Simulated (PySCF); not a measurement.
**Geometry relaxation, with input and output: GeSi2H7SOF**

- system: GeSi2H7SOF, SMILES [OH][Ge]([F])([SiH3])[S][SiH3]
- method: PBE0-D3(BJ)/def2-SVP geometry optimisation, gas phase (PySCF 2.14.0)

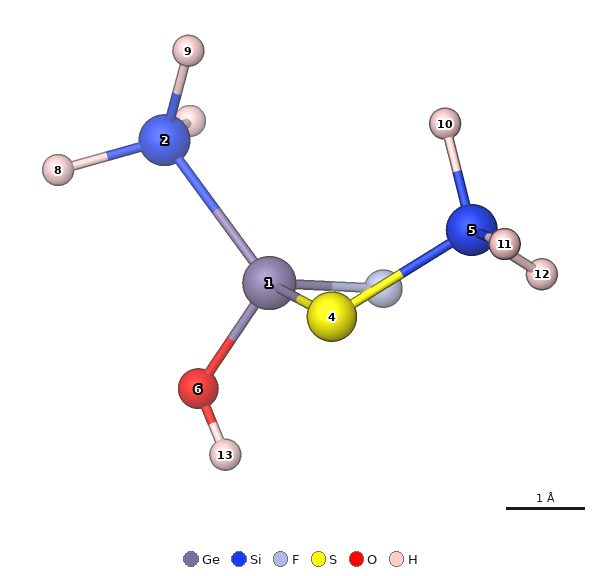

**Figure 1.** The structure as given in the input (ball-and-stick view, seen at a tilt; atoms are numbered from 1 in the order of the input). Sticks mark near contacts. Bond lengths as drawn: F–Ge 1.82 Å, Ge–O 1.74 Å, Ge–S 2.28 Å, Ge–Si 2.42 Å, H–O 0.93 Å, H–Si 1.44 to 1.47 Å and S–Si 2.14 Å.

Results in brief

- outcome: converged
- total energy: −3232.051676 hartree
- dipole moment: 0.78 D
- point group: C1
- hardware: 1 CPU thread, shared host
- wall time: 4.7 min
- peak memory: 0.74 GiB

Input file
```
{"job": {"xc": "PBE0", "basis": "def2-SVP", "d3": "d3bj", "grid": 2, "kind": "geom", "shake": 0.01}, "charge": 0, "multiplicity": 1}
Ge    -0.446327    -0.510487     0.511780
Si    -2.377986     0.686296    -0.319768
F      0.037558    -1.729328    -0.754402
S      1.545908     0.314327     1.264820
Si     2.620076     0.477559    -0.573408
O     -1.150910    -1.515032     1.745523
H     -3.036090    -0.163930    -1.292022
H     -3.203467     0.993474     0.828307
H     -1.909318     1.933670    -0.930536
H      1.851083     1.335840    -1.455959
H      3.829168     1.128016    -0.086223
H      2.857726    -0.835539    -1.119770
H     -0.607211    -2.132240     2.189061
```

The first line tells a small driver script what to run in PySCF; the rest is the geometry in Å.

Launched with:
```bash
OMP_NUM_THREADS=1 python <driver script> task.json out
```

What the program printed
```
step   0  E = -3232.03741251  max force = 0.026411
step   1  E = -3232.04829666  max force = 0.013140
step   2  E = -3232.04989234  max force = 0.004932
step   3  E = -3232.05052205  max force = 0.003472
step   4  E = -3232.05085661  max force = 0.002834
step   5  E = -3232.05101459  max force = 0.001073
step   6  E = -3232.05109301  max force = 0.000561
step   7  E = -3232.05116810  max force = 0.001066
step   8  E = -3232.05124378  max force = 0.001141
step   9  E = -3232.05137080  max force = 0.001243
step  10  E = -3232.05148517  max force = 0.000807
step  11  E = -3232.05156521  max force = 0.000483
step  12  E = -3232.05161392  max force = 0.000875
step  13  E = -3232.05164865  max force = 0.000802
step  14  E = -3232.05166792  max force = 0.000428
step  15  E = -3232.05167604  max force = 0.000213
optimisation converged
```

Trajectory as extended XYZ (Å, eV, eV/Å), 16 frames, from step=0 to step=15
```
13
Properties=species:S:1:pos:R:3:forces:R:3 step=0 energy=-87948.21766
Ge   -0.4463   -0.5105    0.5118    0.8673  -0.8716  -1.1681
Si   -2.3780    0.6863   -0.3198    1.2303   0.0379   0.1690
F     0.0376   -1.7293   -0.7544   -0.2365   1.2133   0.8484
S     1.5459    0.3143    1.2648   -1.1458  -0.2664   0.1797
Si    2.6201    0.4776   -0.5734   -0.3727   0.0459   0.7837
O    -1.1509   -1.5150    1.7455   -1.3581   0.9040  -0.1602
H    -3.0361   -0.1639   -1.2920   -0.3592  -0.4963  -0.4822
H    -3.2035    0.9935    0.8283   -0.5222   0.1050   0.6731
H    -1.9093    1.9337   -0.9305    0.1116   0.4150  -0.2835
H     1.8511    1.3358   -1.4560   -0.2677   0.4246  -0.6871
H     3.8292    1.1280   -0.0862    0.6664   0.2988  -0.0679
H     2.8577   -0.8355   -1.1198    0.2694  -0.7369  -0.5283
H    -0.6072   -2.1322    2.1891    1.1172  -1.0733   0.7234
13
Properties=species:S:1:pos:R:3:forces:R:3 step=1 energy=-87948.51384
Ge   -0.4524   -0.5672    0.5332   -0.3441   0.0614   0.6757
Si   -2.2771    0.7070   -0.3348    0.3955   0.0908   0.1112
F     0.0817   -1.6553   -0.6981    0.2876  -0.3803  -0.6579
S     1.4343    0.3160    1.3110   -0.1565   0.0434   0.0216
Si    2.5151    0.4821   -0.5499   -0.0994  -0.0045   0.3183
O    -1.1661   -1.5971    1.7817   -0.1264   0.1946  -0.0136
H    -2.9339   -0.1274   -1.3638   -0.1363  -0.1140  -0.1195
H    -3.1653    1.0106    0.8064   -0.1927   0.0151   0.1496
H    -1.7754    1.9748   -0.9238    0.0565   0.0725  -0.0852
H     1.7397    1.3020   -1.5111   -0.0795   0.0839  -0.1736
H     3.7522    1.1867   -0.1407    0.1638   0.0940  -0.0619
H     2.8207   -0.8428   -1.1228    0.0891  -0.1685  -0.1245
H    -0.5634   -2.2067    2.2201    0.1424   0.0117  -0.0401
13
Properties=species:S:1:pos:R:3:forces:R:3 step=2 energy=-87948.55726
Ge   -0.4649   -0.5863    0.5355   -0.0547  -0.2536  -0.1043
Si   -2.2623    0.7218   -0.3186    0.1126   0.0935   0.0240
F     0.0934   -1.6534   -0.7499   -0.0049   0.1632   0.0797
S     1.4006    0.3256    1.3199   -0.0298   0.0314  -0.0056
Si    2.5033    0.4724   -0.5336   -0.0336  -0.0268   0.0357
O    -1.1749   -1.6143    1.7801   -0.0259   0.0293   0.0147
H    -2.9373   -0.0959   -1.3652   -0.0403   0.0068   0.0122
H    -3.1706    1.0248    0.8229   -0.0253  -0.0110  -0.0142
H    -1.7338    1.9896   -0.9003    0.0124  -0.0260  -0.0171
H     1.7010    1.2122   -1.5527   -0.0045  -0.0126  -0.0065
H     3.7154    1.2597   -0.1705   -0.0035   0.0103  -0.0250
H     2.8893   -0.8616   -1.0646    0.0311   0.0034   0.0051
H    -0.5489   -2.2119    2.2044    0.0664  -0.0078   0.0015
13
Properties=species:S:1:pos:R:3:forces:R:3 step=3 energy=-87948.57439
Ge   -0.4752   -0.5972    0.5341   -0.0603  -0.0985  -0.1785
Si   -2.2511    0.7436   -0.3050   -0.0223   0.0528  -0.0006
F     0.1104   -1.6078   -0.7851   -0.0160   0.1084   0.1186
S     1.3664    0.3472    1.3267    0.0501   0.0387   0.0222
Si    2.4847    0.4517   -0.5203   -0.0146  -0.0283  -0.0852
O    -1.1643   -1.6508    1.7659    0.0408  -0.0707   0.0119
H    -2.9422   -0.0452   -1.3677   -0.0020   0.0331   0.0410
H    -3.1732    1.0403    0.8315    0.0307  -0.0013  -0.0456
H    -1.6971    2.0093   -0.8696    0.0067  -0.0389   0.0062
H     1.6507    1.0730   -1.5957    0.0206  -0.0255   0.0489
H     3.6453    1.3375   -0.2111   -0.0392  -0.0153   0.0046
H     2.9678   -0.8843   -0.9695    0.0045   0.0430   0.0418
H    -0.5121   -2.2343    2.1732    0.0012   0.0025   0.0147
13
Properties=species:S:1:pos:R:3:forces:R:3 step=4 energy=-87948.58350
Ge   -0.4921   -0.6045    0.5217   -0.0469   0.0825  -0.0955
Si   -2.2492    0.7793   -0.2830   -0.1176  -0.0223  -0.0156
F     0.1428   -1.5199   -0.8406   -0.0264  -0.0371   0.1007
S     1.3125    0.3982    1.3316    0.0482   0.0135   0.0392
Si    2.4589    0.4147   -0.4999    0.0078   0.0064  -0.1457
O    -1.1297   -1.7230    1.7238    0.0851  -0.0981  -0.0512
H    -2.9678    0.0419   -1.3649    0.0225   0.0228   0.0320
H    -3.1792    1.0694    0.8487    0.0573   0.0192  -0.0218
H    -1.6558    2.0385   -0.8185    0.0151  -0.0213   0.0158
H     1.5936    0.8187   -1.6498    0.0436   0.0092   0.0567
H     3.5150    1.4469   -0.2867   -0.0188  -0.0178   0.0291
H     3.0989   -0.9007   -0.7840   -0.0193   0.0270   0.0379
H    -0.4378   -2.2768    2.1091   -0.0506   0.0161   0.0184
13
Properties=species:S:1:pos:R:3:forces:R:3 step=5 energy=-87948.58779
Ge   -0.4946   -0.6083    0.5198   -0.0207   0.0352  -0.0245
Si   -2.2542    0.7718   -0.2885   -0.0490  -0.0108  -0.0041
F     0.1287   -1.5530   -0.8243    0.0075  -0.0094   0.0266
S     1.3207    0.3853    1.3254    0.0058   0.0120   0.0077
Si    2.4668    0.4280   -0.5071    0.0044  -0.0067  -0.0370
O    -1.1359   -1.7185    1.7283    0.0406  -0.0552  -0.0347
H    -2.9807    0.0270   -1.3575    0.0029   0.0083   0.0139
H    -3.1689    1.0801    0.8483    0.0281   0.0167  -0.0014
H    -1.6563    2.0219   -0.8380    0.0132  -0.0086   0.0026
H     1.6159    0.8863   -1.6442    0.0043   0.0014   0.0158
H     3.5429    1.4291   -0.2555   -0.0071  -0.0051   0.0120
H     3.0769   -0.8929   -0.8216   -0.0082   0.0082   0.0138
H    -0.4511   -2.2738    2.1225   -0.0220   0.0141   0.0092
13
Properties=species:S:1:pos:R:3:forces:R:3 step=6 energy=-87948.58993
Ge   -0.5003   -0.6121    0.5116    0.0020   0.0084   0.0289
Si   -2.2599    0.7732   -0.2881   -0.0057  -0.0106   0.0002
F     0.1315   -1.5560   -0.8273    0.0186  -0.0061  -0.0226
S     1.3092    0.3921    1.3217   -0.0194   0.0117  -0.0023
Si    2.4656    0.4302   -0.5046    0.0084  -0.0058   0.0216
O    -1.1298   -1.7368    1.7127   -0.0031  -0.0203  -0.0253
H    -3.0046    0.0346   -1.3469   -0.0093  -0.0026   0.0017
H    -3.1557    1.1006    0.8566    0.0102   0.0155   0.0139
H    -1.6462    2.0115   -0.8459    0.0067   0.0008  -0.0074
H     1.6230    0.8813   -1.6486   -0.0090   0.0036  -0.0085
H     3.5349    1.4358   -0.2450    0.0041   0.0016   0.0017
H     3.0830   -0.8902   -0.8014   -0.0020  -0.0052  -0.0068
H    -0.4404   -2.2815    2.1126   -0.0015   0.0090   0.0051
13
Properties=species:S:1:pos:R:3:forces:R:3 step=7 energy=-87948.59197
Ge   -0.5084   -0.6183    0.4966    0.0272  -0.0283   0.0495
Si   -2.2688    0.7749   -0.2866    0.0352  -0.0057   0.0016
F     0.1408   -1.5514   -0.8412    0.0165   0.0129  -0.0453
S     1.2861    0.4064    1.3177   -0.0315   0.0091  -0.0075
Si    2.4648    0.4324   -0.4949    0.0066  -0.0032   0.0548
O    -1.1220   -1.7669    1.6826   -0.0449   0.0123  -0.0093
H    -3.0481    0.0442   -1.3246   -0.0190  -0.0098  -0.0029
H    -3.1297    1.1341    0.8742   -0.0043   0.0108   0.0197
H    -1.6344    1.9936   -0.8640   -0.0054   0.0055  -0.0175
H     1.6370    0.8708   -1.6533   -0.0109   0.0038  -0.0205
H     3.5259    1.4440   -0.2265    0.0101   0.0041  -0.0046
H     3.0912   -0.8888   -0.7657    0.0027  -0.0119  -0.0211
H    -0.4244   -2.2922    2.0932    0.0177   0.0004   0.0030
13
Properties=species:S:1:pos:R:3:forces:R:3 step=8 energy=-87948.59403
Ge   -0.5158   -0.6247    0.4783    0.0352  -0.0482   0.0432
Si   -2.2789    0.7747   -0.2851    0.0563   0.0020   0.0004
F     0.1520   -1.5391   -0.8638    0.0077   0.0294  -0.0426
S     1.2598    0.4215    1.3140   -0.0268   0.0030  -0.0065
Si    2.4676    0.4343   -0.4799    0.0016  -0.0010   0.0546
O    -1.1166   -1.7970    1.6474   -0.0587   0.0279   0.0048
H    -3.1023    0.0475   -1.2906   -0.0218  -0.0124   0.0002
H    -3.0946    1.1722    0.8957   -0.0113   0.0052   0.0154
H    -1.6318    1.9705   -0.8960   -0.0149   0.0049  -0.0230
H     1.6611    0.8706   -1.6540   -0.0062   0.0026  -0.0194
H     3.5271    1.4438   -0.1970    0.0101   0.0031  -0.0051
H     3.0944   -0.8903   -0.7328    0.0042  -0.0113  -0.0226
H    -0.4117   -2.3012    2.0712    0.0245  -0.0053   0.0006
13
Properties=species:S:1:pos:R:3:forces:R:3 step=9 energy=-87948.59749
Ge   -0.5262   -0.6337    0.4468    0.0265  -0.0485   0.0193
Si   -2.2965    0.7723   -0.2830    0.0639   0.0158  -0.0066
F     0.1672   -1.5106   -0.9082   -0.0058   0.0406  -0.0218
S     1.2198    0.4413    1.3080   -0.0081  -0.0101   0.0002
Si    2.4783    0.4366   -0.4512   -0.0053   0.0024   0.0291
O    -1.1116   -1.8392    1.5893   -0.0484   0.0317   0.0199
H    -3.1985    0.0414   -1.2160   -0.0177  -0.0132   0.0094
H    -3.0274    1.2390    0.9285   -0.0157  -0.0025   0.0036
H    -1.6471    1.9260   -0.9688   -0.0226  -0.0002  -0.0238
H     1.7146    0.8908   -1.6476    0.0023  -0.0005  -0.0086
H     3.5452    1.4279   -0.1325    0.0056  -0.0001  -0.0032
H     3.0907   -0.8971   -0.6929    0.0036  -0.0051  -0.0131
H    -0.3983   -2.3120    2.0350    0.0217  -0.0103  -0.0044
13
Properties=species:S:1:pos:R:3:forces:R:3 step=10 energy=-87948.60060
Ge   -0.5337   -0.6380    0.4190    0.0054  -0.0186  -0.0018
Si   -2.3127    0.7699   -0.2817    0.0415   0.0232  -0.0123
F     0.1750   -1.4761   -0.9527   -0.0107   0.0298  -0.0013
S     1.1907    0.4515    1.3038    0.0104  -0.0205   0.0093
Si    2.4935    0.4368   -0.4228   -0.0070   0.0046  -0.0034
O    -1.1101   -1.8683    1.5399   -0.0179   0.0219   0.0210
H    -3.2864    0.0247   -1.1282   -0.0066  -0.0120   0.0161
H    -2.9604    1.3051    0.9496   -0.0136  -0.0057  -0.0072
H    -1.6834    1.8798   -1.0540   -0.0181  -0.0068  -0.0150
H     1.7743    0.9266   -1.6334    0.0064  -0.0034   0.0039
H     3.5752    1.3973   -0.0610   -0.0005  -0.0025  -0.0013
H     3.0806   -0.9074   -0.6723    0.0012   0.0012   0.0018
H    -0.3924   -2.3193    2.0013    0.0097  -0.0111  -0.0098
13
Properties=species:S:1:pos:R:3:forces:R:3 step=11 energy=-87948.60278
Ge   -0.5380   -0.6345    0.4002   -0.0091   0.0223  -0.0110
Si   -2.3259    0.7704   -0.2815    0.0009   0.0170  -0.0076
F     0.1749   -1.4406   -0.9881   -0.0067   0.0072   0.0073
S     1.1779    0.4521    1.3038    0.0179  -0.0230   0.0152
Si    2.5101    0.4333   -0.4000   -0.0041   0.0040  -0.0249
O    -1.1106   -1.8806    1.5060    0.0088   0.0061   0.0130
H    -3.3489    0.0020   -1.0462    0.0044  -0.0094   0.0142
H    -2.9123    1.3610    0.9558   -0.0060  -0.0026  -0.0124
H    -1.7306    1.8417   -1.1311   -0.0042  -0.0097  -0.0041
H     1.8262    0.9602   -1.6157    0.0056  -0.0040   0.0102
H     3.6071    1.3617   -0.0016   -0.0041  -0.0027  -0.0001
H     3.0707   -0.9195   -0.6652   -0.0002   0.0037   0.0124
H    -0.3903   -2.3244    1.9710   -0.0034  -0.0089  -0.0125
13
Properties=species:S:1:pos:R:3:forces:R:3 step=12 energy=-87948.60410
Ge   -0.5402   -0.6242    0.3903   -0.0078   0.0450  -0.0077
Si   -2.3372    0.7738   -0.2810   -0.0277   0.0024   0.0026
F     0.1704   -1.4097   -1.0108   -0.0010  -0.0075   0.0071
S     1.1775    0.4482    1.3071    0.0133  -0.0174   0.0129
Si    2.5248    0.4268   -0.3846   -0.0012   0.0011  -0.0271
O    -1.1110   -1.8808    1.4852    0.0159  -0.0065   0.0041
H    -3.3846   -0.0199   -0.9847    0.0092  -0.0054   0.0066
H    -2.8891    1.4023    0.9536    0.0021   0.0033  -0.0115
H    -1.7730    1.8163   -1.1854    0.0068  -0.0073   0.0011
H     1.8625    0.9778   -1.6014    0.0030  -0.0028   0.0089
H     3.6322    1.3328    0.0355   -0.0038  -0.0012   0.0002
H     3.0666   -0.9317   -0.6594    0.0002   0.0029   0.0133
H    -0.3887   -2.3290    1.9432   -0.0089  -0.0063  -0.0105
13
Properties=species:S:1:pos:R:3:forces:R:3 step=13 energy=-87948.60505
Ge   -0.5423   -0.6098    0.3834    0.0008   0.0412   0.0033
Si   -2.3496    0.7793   -0.2791   -0.0350  -0.0104   0.0099
F     0.1653   -1.3787   -1.0284    0.0031  -0.0114   0.0023
S     1.1802    0.4450    1.3115    0.0042  -0.0064   0.0056
Si    2.5383    0.4182   -0.3716    0.0004  -0.0022  -0.0164
O    -1.1102   -1.8790    1.4655    0.0102  -0.0110  -0.0032
H    -3.4120   -0.0392   -0.9300    0.0083  -0.0009  -0.0016
H    -2.8750    1.4424    0.9486    0.0068   0.0075  -0.0070
H    -1.8107    1.7936   -1.2292    0.0103  -0.0025   0.0018
H     1.8924    0.9825   -1.5904    0.0000  -0.0012   0.0038
H     3.6521    1.3096    0.0622   -0.0018   0.0003   0.0001
H     3.0677   -0.9450   -0.6466    0.0008   0.0009   0.0077
H    -0.3861   -2.3361    1.9115   -0.0080  -0.0040  -0.0064
13
Properties=species:S:1:pos:R:3:forces:R:3 step=14 energy=-87948.60557
Ge   -0.5442   -0.5979    0.3790    0.0066   0.0203   0.0113
Si   -2.3599    0.7841   -0.2761   -0.0220  -0.0129   0.0087
F     0.1635   -1.3541   -1.0400    0.0037  -0.0069  -0.0022
S     1.1804    0.4461    1.3149   -0.0023   0.0029  -0.0006
Si    2.5468    0.4108   -0.3617    0.0007  -0.0034  -0.0042
O    -1.1081   -1.8808    1.4473    0.0015  -0.0066  -0.0056
H    -3.4319   -0.0495   -0.8906    0.0039   0.0015  -0.0048
H    -2.8646    1.4754    0.9443    0.0059   0.0068  -0.0020
H    -1.8343    1.7753   -1.2574    0.0063   0.0009   0.0009
H     1.9116    0.9769   -1.5848   -0.0013   0.0001  -0.0001
H     3.6624    1.2971    0.0780   -0.0002   0.0007   0.0002
H     3.0713   -0.9557   -0.6289    0.0007  -0.0003   0.0015
H    -0.3827   -2.3450    1.8834   -0.0035  -0.0031  -0.0029
13
Properties=species:S:1:pos:R:3:forces:R:3 step=15 energy=-87948.60579
Ge   -0.5458   -0.5913    0.3758    0.0062   0.0014   0.0110
Si   -2.3669    0.7867   -0.2733   -0.0055  -0.0078   0.0033
F     0.1651   -1.3371   -1.0475    0.0021  -0.0012  -0.0036
S     1.1770    0.4510    1.3164   -0.0043   0.0063  -0.0028
Si    2.5505    0.4065   -0.3546    0.0005  -0.0028   0.0018
O    -1.1054   -1.8862    1.4321   -0.0022  -0.0005  -0.0039
H    -3.4466   -0.0523   -0.8661    0.0002   0.0017  -0.0035
H    -2.8552    1.4977    0.9423    0.0023   0.0030   0.0009
H    -1.8465    1.7622   -1.2731    0.0011   0.0020   0.0004
H     1.9230    0.9692   -1.5829   -0.0009   0.0008  -0.0010
H     3.6658    1.2920    0.0875    0.0004   0.0004   0.0005
H     3.0737   -0.9624   -0.6122    0.0002  -0.0004  -0.0015
H    -0.3787   -2.3532    1.8630   -0.0001  -0.0029  -0.0015
```

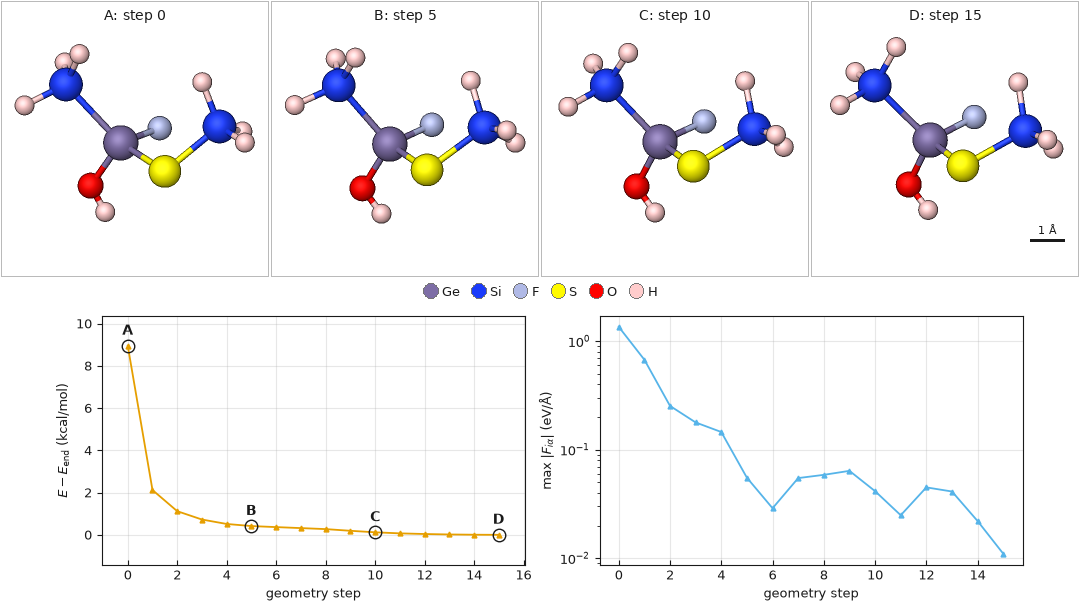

**Figure 2.** Frames of the relaxation (ball-and-stick view, seen at a tilt) above the curves, on which the letters mark them (steps are counted from 0).

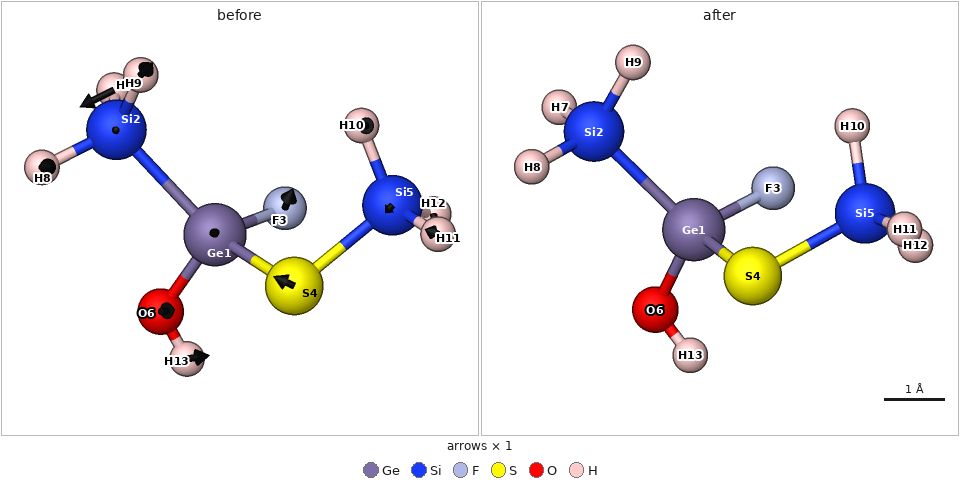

**Figure 3.** Before (left) and after (right) the relaxation, at one scale (ball-and-stick view, seen at a tilt). The black arrows give the displacements, at true length. The atom that moves furthest after the best rigid fit is H7 (0.65 Å). Largest moves by element: H 0.65 Å, F 0.46 Å, O 0.42 Å, S 0.40 Å, Si 0.19 Å, Ge 0.16 Å. Among the contacts that change: Ge1–F3 1.823 → 1.757 Å, Ge1–S4 2.284 → 2.222 Å, Si5–H12 1.442 → 1.488 Å, Ge1–Si2 2.420 → 2.374 Å. Among the angles that change: Si2–Ge1–S4 129.1° → 116.0°, Si2–Ge1–O6 101.9° → 110.3°, Ge1–O6–H13 118.8° → 112.6°. After 15 geometry steps the energy has fallen by 8.95 kcal/mol. The largest force component goes from 1.4 to 0.011 eV/Å. (Atoms are counted from 1 in the order of the input.)
